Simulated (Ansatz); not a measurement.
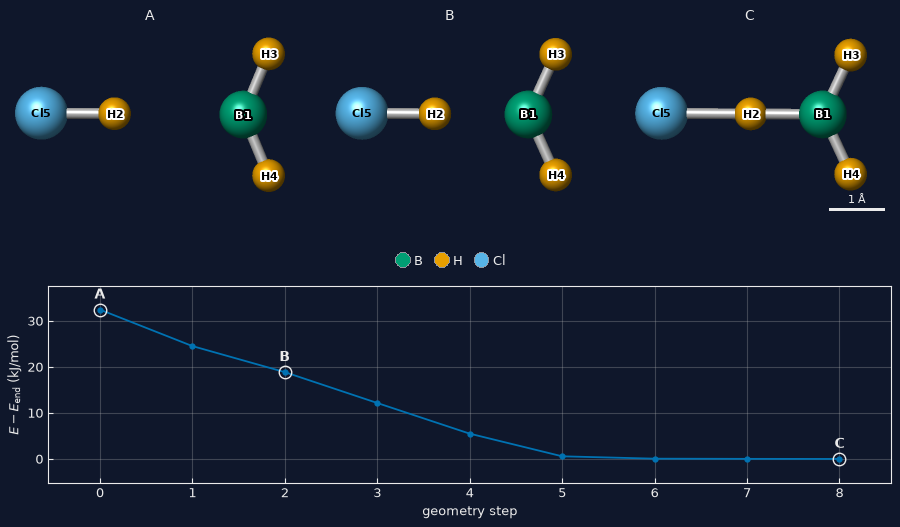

Frames of a relaxation of BH₃Cl (multiplicity 2), marked on the history of the run. The picture is a ball-and-stick view, seen face on.

The run prepares an end point of a later path (reaction) calculation, from a guessed geometry.

Level of theory: UKS PBE-D4/cc-pVDZ (Ansatz).

Input
```yaml
crystal:
  periodic: [false, false, false]
  atoms:
    - { symbol: B, position_ang: [0.0, 0.0, -0.363569] }
    - { symbol: H, position_ang: [0.0, 0.0, 2.017213] }
    - { symbol: H, position_ang: [1.118072, 0.0, -0.831558] }
    - { symbol: H, position_ang: [-1.118072, 0.0, -0.831558] }
    - { symbol: Cl, position_ang: [0.0, 0.0, 3.369472] }
magnetization:
  spin_polarized: true
  initial_magnetization: 1
basis:
  gaussian: { orbitals: cc-pVDZ }
hamiltonian:
  xc: pbe
  dispersion: d4
relax:
  f_tol: 0.03
  max_steps: 50
output:
  orbitals: {}
```

Command:
```bash
ansatz run input.yaml --threads 1 --pin off --max-ram 2048MiB --backend cpu --events-out ev --progress --plain --runs-dir out
```

Describe the path.

Answer. H2 moves most after the best rigid fit: 0.67 Å. By element the largest moves are H 0.67 Å, B 0.38 Å, Cl 0.37 Å. Some distances before and after: B1–H2 2.381 → 1.332 Å, H2–Cl5 1.352 → 1.650 Å. New bonds form, among them: B1–H2 (2.38 → 1.33 Å). Bond angles that change, for instance: H3–B1–H4 134.6° → 129.7°. The energy falls by 32.4 kJ/mol in 8 geometry steps. Largest force component: 0.64 eV/Å at the start, 0.005 eV/Å at the end. From step 0 to 2: H and Cl atoms move most (0.38 Å), energy −13.6 kJ/mol. From step 2 to 8: H2 moves most (0.30 Å), energy −18.9 kJ/mol.

Limits of the set-up: the start holds two separate molecules, 2.4 Å apart at their closest, whose relative position is a soft coordinate.
